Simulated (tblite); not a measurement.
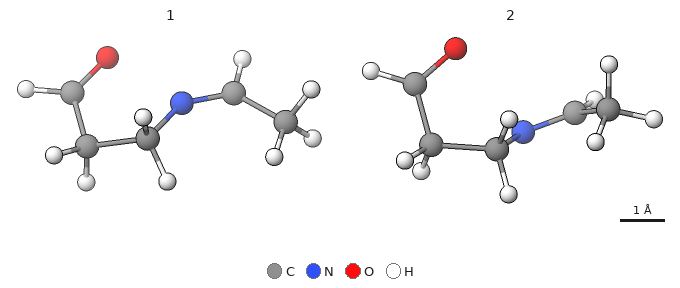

Two geometries of C$_{5}$H$_{9}$NO (charge +1, multiplicity 2), drawn at one scale. One is the start of a relaxation, the other its converged end. A ball-and-stick model, seen at a tilt.

The calculation used GFN2-xTB geometry optimisation, gas phase (tblite 0.8.0). 

### Which geometry has the lower energy?

Structure 1 is the relaxed one. Over 114 geometry steps the energy falls by 1.097 eV. The atom that moves furthest after the best rigid fit is an H atom (1.19 Å). By element the largest moves are H 1.19 Å, N 1.02 Å, O 0.78 Å, C 0.65 Å. Near-neighbour distances that change, for instance: C–O 1.244 → 1.192 Å, C–N 1.432 → 1.399 Å, C–N 1.272 → 1.241 Å, C–H 1.120 → 1.095 Å. Bond angles that change, for instance: C–N–C 116.5° → 140.0°, C–C–H 123.4° → 114.4°, C–C–O 115.3° → 123.4°. Groups turn about C–N by about 50°, C–C by about 30°, C–C by about 20°. The run took 1.4 s on 1 thread of Intel(R) Xeon(R) Processor @ 2.70GHz, with other jobs on the host.
